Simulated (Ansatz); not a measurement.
# CH$_{6}$GeSi (SMILES C[SiH+][GeH2]) (charge +1, doublet): what the fields show

Input

```
crystal:
  periodic: [false, false, false]
  atoms:
    - {symbol: C, position_ang: [-2.601671, -1.181688, 0.721349]}
    - {symbol: Ge, position_ang: [-0.894231, -0.570849, -2.452844]}
    - {symbol: Si, position_ang: [-2.333043, -1.665200, -1.041083]}
    - {symbol: H, position_ang: [-2.358848, -2.039821, 1.373383]}
    - {symbol: H, position_ang: [-3.670414, -0.946833, 0.873671]}
    - {symbol: H, position_ang: [-1.992116, -0.315501, 1.015552]}
    - {symbol: H, position_ang: [-3.065415, -2.815520, -1.617241]}
    - {symbol: H, position_ang: [-0.732642, -1.039048, -3.897576]}
    - {symbol: H, position_ang: [-0.089711, 0.630355, -1.958724]}
basis:
  gaussian:
    orbitals: def2-TZVPD
total_charge: 1
magnetization:
  spin_polarized: true
  initial_magnetization: 1
hamiltonian:
  xc: pbe0
output:
  forces: true
  orbitals: {seedname: orbitals}
```

Run with:

```sh
ansatz run input.yaml --threads 2 --pin off --max-ram 4350MiB --events-out events.jsonl --progress --plain --runs-dir runs
```

Geometry: B3LYP-D3(BJ)/def2-SVP.

Level of theory: Ansatz 0.2.0, isolated molecule in a Gaussian basis; Kohn-Sham density functional theory, functional PBE0.

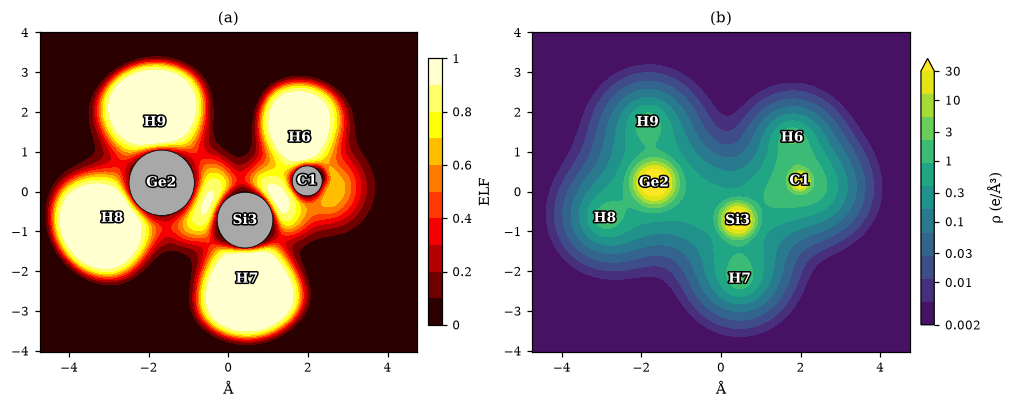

Figure 1. (a) ELF; (b) electron density on the plane of atoms C1, Si3 and Ge2. Grey discs cover the atomic cores in the ELF map.

What does the map show?

Answer. Atoms in the plane: C, Ge, Si and H.
C–Si (1.85 Å): ρ at the midpoint is about 1 e/Å³; the ELF peaks at about 0.95 between the atoms; a shared electron pair.
Si–Ge (2.29 Å): ρ is about 0.66 e/Å³ halfway; the ELF peaks at about 0.90 between the atoms, as expected for a shared electron pair.
C–H (1.10 Å): ρ is about 1.9 e/Å³ halfway; the ELF climbs to about 1 towards the hydrogen, as it does in any bond to H: an ordinary covalent bond to hydrogen.
Si–H (1.48 Å): ρ at the midpoint is about 0.85 e/Å³; the ELF climbs to about 1 towards the hydrogen.
Ge–H (1.53 Å): ρ at the midpoint is about 1.1 e/Å³; the ELF climbs to about 1 towards the hydrogen.

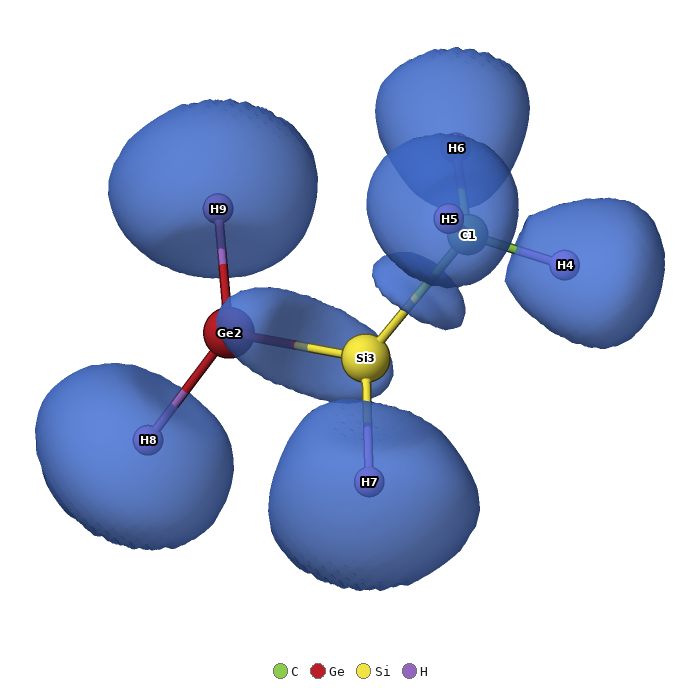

Figure 2. Isosurface of the ELF at 0.85 (blue), seen at an oblique angle. Only the valence region is drawn (cores and ρ < 0.01 e/Å³ removed).

Describe the localisation domains.

Answer. The ELF exceeds this value in one region between bonded C–Si atoms (shared pairs), one region between bonded Ge–Si atoms (shared pairs) and six regions around hydrogen nuclei.

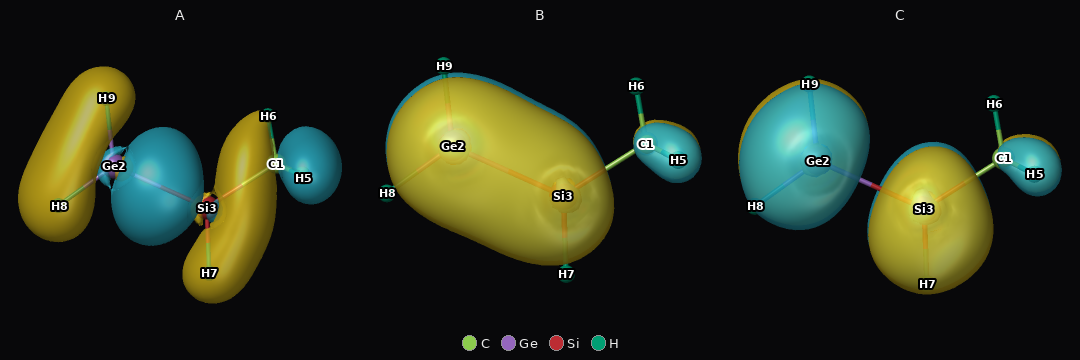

Figure 3. Three frontier orbitals at ±0.08 Å⁻³ᐟ² (yellow and cyan are the two phases), in no order.

Which picture is the HOMO−1, the HOMO and the LUMO? All are α orbitals.

Answer. A is the HOMO−1 (α) (−14.43 eV). It lies mainly on Ge2 (about 30 %), Si3 (about 30 %), C1 (about 15 %) and H8 (about 10 %). B is the HOMO (α) (−11.80 eV). It lies mainly on Ge2 (about 50 %) and Si3 (about 40 %); π-bonding across Ge2–Si3. C is the LUMO (α) (−7.45 eV). By Hirshfeld shares it lies mainly on Si3 (about 45 %) and Ge2 (about 40 %); π-antibonding (π*) across Si3–Ge2.

What is the gap between the highest occupied and lowest empty α orbitals?

Answer. 4.35 eV between the orbital energies.
